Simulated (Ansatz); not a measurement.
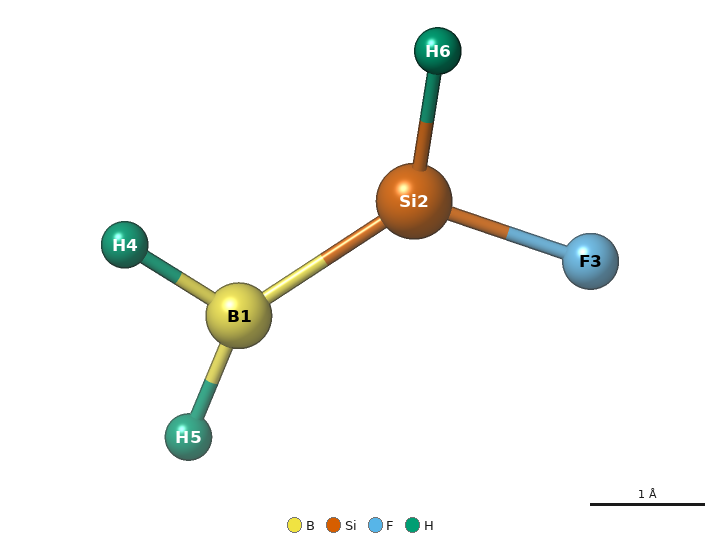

Source: calculation with Ansatz.

Orthographic view. Atoms fade into the background with distance from the viewer. The species has charge −1 and is a spin singlet. Geometry: moved along internal coordinates away from the minimum.

List all interatomic distances (Å) as a matrix.

| atom | B1 | Si2 | F3 | H4 | H5 | H6 |
| --- | --- | --- | --- | --- | --- | --- |
| B1 | 0.00 |  |  |  |  |  |
| Si2 | 1.84 | 0.00 |  |  |  |  |
| F3 | 3.13 | 1.65 | 0.00 |  |  |  |
| H4 | 1.21 | 2.58 | 4.12 | 0.00 |  |  |
| H5 | 1.21 | 2.90 | 3.86 | 1.88 | 0.00 |  |
| H6 | 3.01 | 1.50 | 2.46 | 3.28 | 4.19 | 0.00 |
